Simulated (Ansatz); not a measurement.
Process, species as SMILES: [CH3] (CH3) → CH3+ (singlet, bonded as [CH3]) + e-
B3LYP-D3(BJ)/def2-TZVP geometries, fixed; electronic energies without zero-point terms.

Basis-set convergence of the adiabatic ionisation energy at wB97M-V with Ansatz (a first-principles code). Cartesian d functions, on some or all atoms, in 6-31+G*, 6-31G**; all else is spherical. The program fits the integrals of some runs and decomposes those of others, by size. Open shells are unrestricted. The functional holds VV10 correlation; no added dispersion term, no relativity. Functions are those of the species that has most. Reference: the value in pcseg-4, 9.697 eV. Deviations are taken from unrounded values.

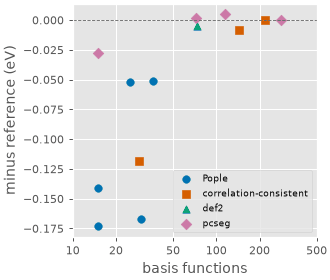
Figure. Deviation from the reference against the number of basis functions, by family of sets.

```json
[
 {"basis": "3-21G", "functions": "15", "adiabatic ionisation energy (eV)": "9.556", "minus reference (eV)": "-0.141"},
 {"basis": "6-31G", "functions": "15", "adiabatic ionisation energy (eV)": "9.524", "minus reference (eV)": "-0.173"},
 {"basis": "pcseg-0", "functions": "15", "adiabatic ionisation energy (eV)": "9.670", "minus reference (eV)": "-0.027"},
 {"basis": "6-31+G*", "functions": "25", "adiabatic ionisation energy (eV)": "9.645", "minus reference (eV)": "-0.052"},
 {"basis": "cc-pVDZ", "functions": "29", "adiabatic ionisation energy (eV)": "9.578", "minus reference (eV)": "-0.119"},
 {"basis": "6-31G**", "functions": "30", "adiabatic ionisation energy (eV)": "9.530", "minus reference (eV)": "-0.167"},
 {"basis": "6-311G**", "functions": "36", "adiabatic ionisation energy (eV)": "9.646", "minus reference (eV)": "-0.051"},
 {"basis": "pcseg-2", "functions": "72", "adiabatic ionisation energy (eV)": "9.699", "minus reference (eV)": "0.001"},
 {"basis": "def2-TZVPP", "functions": "73", "adiabatic ionisation energy (eV)": "9.692", "minus reference (eV)": "-0.005"},
 {"basis": "aug-pcseg-2", "functions": "115", "adiabatic ionisation energy (eV)": "9.702", "minus reference (eV)": "0.005"},
 {"basis": "cc-pVQZ", "functions": "145", "adiabatic ionisation energy (eV)": "9.689", "minus reference (eV)": "-0.008"},
 {"basis": "aug-cc-pVQZ", "functions": "218", "adiabatic ionisation energy (eV)": "9.697", "minus reference (eV)": "0.000"},
 {"basis": "pcseg-4", "functions": "284", "adiabatic ionisation energy (eV)": "9.697", "minus reference (eV)": "0.000"}
]
```
